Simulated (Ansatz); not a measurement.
**GaN: thickness series**

The parent structure is GaN in the wurtzite structure (space group P6_3mc, No. 186; a = 3.183 Å, c = 5.184 Å). Axes: x lies along a and z along c of the hexagonal cell.

Free-standing slabs (4 atom(s) a layer) normal to the y axis with 15 Å of vacuum; in-plane cell held at bulk.

Level of theory: r2SCAN (Ansatz, an electronic-structure program), spin-orbit coupling left out.

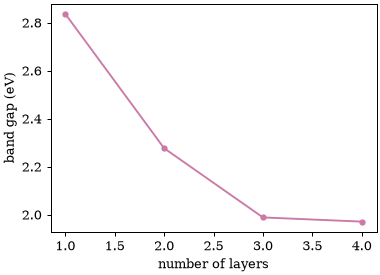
Fig. 1. Band gap against number of layers

```
number of layers  band gap
----------------  --------
1                  2.84 eV
2                  2.28 eV
3                  1.99 eV
4                  1.97 eV
```

Whether these cells are dynamically stable was not tested.
